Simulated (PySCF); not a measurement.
Molecule (SMILES): PP (P2H4).
Geometry (B3LYP-D3(BJ)/def2-TZVP, fixed):
```xyz
6

P     -1.0203    -0.4713    -0.0535
P      1.0203     0.4711     0.0549
H     -1.5176     0.2567     1.0604
H     -1.5148     0.4895    -0.9757
H      1.5219    -0.4987     0.9637
H      1.5105    -0.2449    -1.0699
```
Charge 0, spin multiplicity 1.

Basis-set convergence of the mean static polarisability at PBE0 with PySCF. All functions are spherical. Density fitting with generated auxiliary sets. In sets without p functions on hydrogen, species with hydrogen take exact integrals. No added dispersion term, no relativity. Reference: the value in aug-pcseg-2, 59.12 bohr³, itself unsure by roughly 0.2 % (its distance from aug-cc-pV(T+d)Z). Deviations are taken from unrounded values. Cost is core time over that of 6-31G**, rough, on shared machines of one kind; a dash marks a row that isn't timed (too short, read off another run, short of memory, by another algorithm or on other hardware).

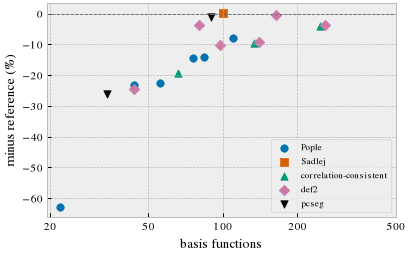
*Deviation from the reference against the number of basis functions, by family of sets.*

| basis | functions | mean static polarisability (bohr³) | minus reference (%) | cost |
|---|---|---|---|---|
| STO-3G | 22 | 21.89 | -63.0 | - |
| pcseg-0 | 34 | 43.60 | -26.3 | - |
| 6-31G* | 44 | 45.34 | -23.3 | - |
| def2-SV(P) | 44 | 44.72 | -24.4 | - |
| 6-31G** | 56 | 45.70 | -22.7 | 1× |
| cc-pV(D+d)Z | 66 | 47.73 | -19.3 | 1× |
| 6-311G** | 76 | 50.52 | -14.5 | 1× |
| def2-SVPD | 80 | 56.85 | -3.8 | 1× |
| 6-311+G** | 84 | 50.72 | -14.2 | 1× |
| aug-pcseg-1 | 90 | 58.36 | -1.3 | 2× |
| def2-TZVP | 98 | 53.10 | -10.2 | 2× |
| Sadlej pVTZ | 100 | 59.24 | 0.2 | 2× |
| 6-311++G(2d,2p) | 110 | 54.33 | -8.1 | 2× |
| cc-pV(T+d)Z | 134 | 53.41 | -9.7 | 3× |
| def2-TZVPP | 140 | 53.60 | -9.3 | 3× |
| def2-TZVPPD | 164 | 58.82 | -0.5 | 5× |
| cc-pV(Q+d)Z | 248 | 56.68 | -4.1 | 10× |
| def2-QZVPP | 260 | 56.93 | -3.7 | 10× |
